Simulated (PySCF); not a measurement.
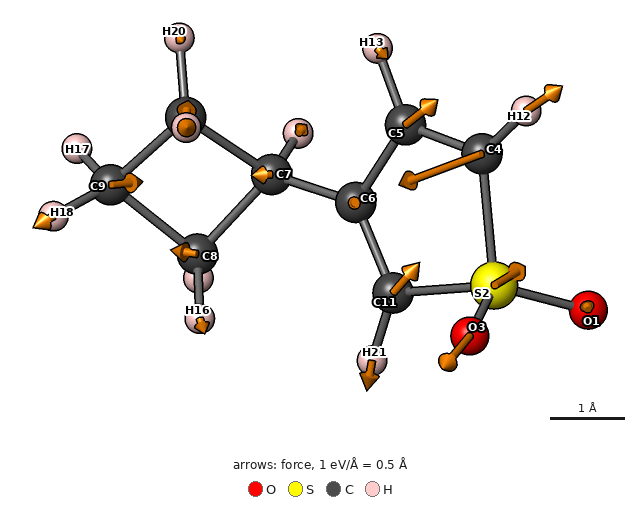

Starting geometry of C8H10O2S with the computed forces as orange arrows. Style: ball-and-stick. Shown at a tilt.

The start comes from GFN2-xTB. Its atoms were then displaced at random by about 0.01 Å.

Computed with PySCF 2.14.0, density-fitted response routines, PBE0-D3(BJ)/def2-SVP geometry optimisation, gas phase. 

Q: Is this structure relaxed? If not, where do the atoms go?

A: It isn't relaxed: the largest force vector, on a C atom, is 3.26 eV/Å. The final displacements have little in common with the starting forces (cosine between the two patterns 0.06). The atom that moves furthest after the best rigid fit is an H atom (0.42 Å). By element the largest moves are H 0.42 Å, C 0.20 Å, O 0.17 Å, S 0.03 Å. Near-neighbour distances that change, for instance: C–H 1.051 → 1.090 Å, O–S 1.427 → 1.458 Å, C–C 1.464 → 1.489 Å, C–C 1.358 → 1.335 Å. Bond angles that change, for instance: S–C–H 124.5° → 120.2°, C–C–H 115.4° → 118.6°, C–C–H 118.0° → 121.1°. Over 13 geometry steps the energy falls by 0.229 eV. The run took 2.1 min on 2 threads of AMD EPYC 9R45 96-Core Processor, with other jobs on the host.
